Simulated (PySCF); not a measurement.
## Electronic structure of MgCl (charge +1) in real space

```xyz
2

Mg    0.0000    0.0000   -1.2634
Cl    0.0000    0.0000    0.8666
```

Level of theory: PBE0/6-311G(d,p), non-relativistic, at a bond length of 2.130 Å (PySCF 2.14.0).

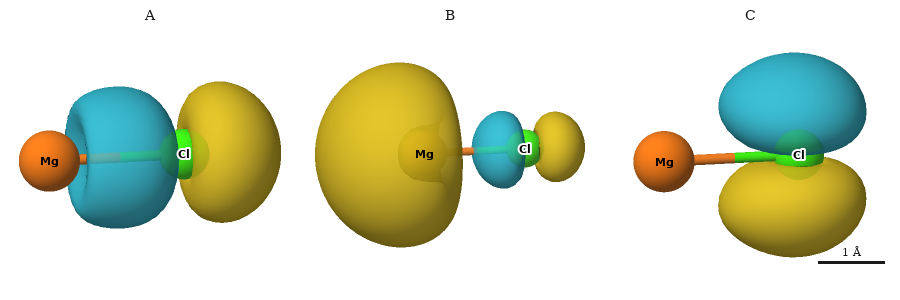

Figure 1. Three frontier orbitals, each drawn at the value that holds 80 % of its norm (yellow and cyan are the two phases), in no order; of a degenerate pair one member is drawn.

> Label each orbital by symmetry, say whether it is occupied, and order them by energy.

Orbital A: σ, occupied, −15.36 eV; mainly on Cl (80 %).
Orbital C: π, occupied, −13.93 eV; mainly on Cl (90 %).
Orbital B: σ, empty, −9.72 eV; mainly on Mg (90 %).

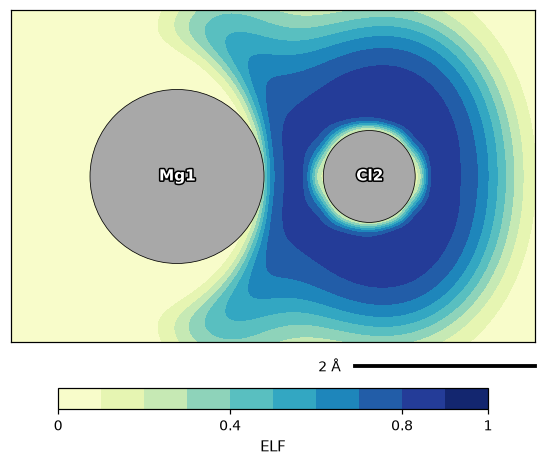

Figure 2. ELF on a plane that holds the molecular axis. Grey discs cover the atomic cores.

> What does the map show?

- Atoms in the plane: Mg and Cl.
- Mg–Cl (2.13 Å): the ELF peaks at about 0.85 in the valence shell of Cl, 0.9 Å from its nucleus, and falls to about 0.05 next to Mg; a closed-shell, largely ionic contact.

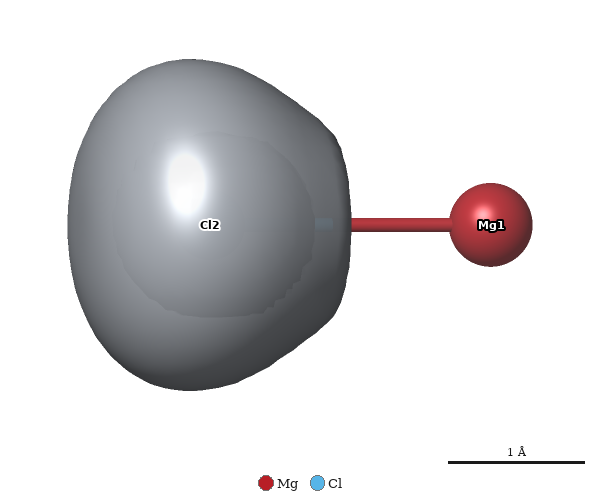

Figure 3. Isosurface of the ELF at 0.8 (grey), seen from one side. Only the valence region is drawn (cores and ρ < 0.01 e/Å³ removed).

> Where are the electrons localised?

The surface consists of one region wrapped around Cl (its valence shell).
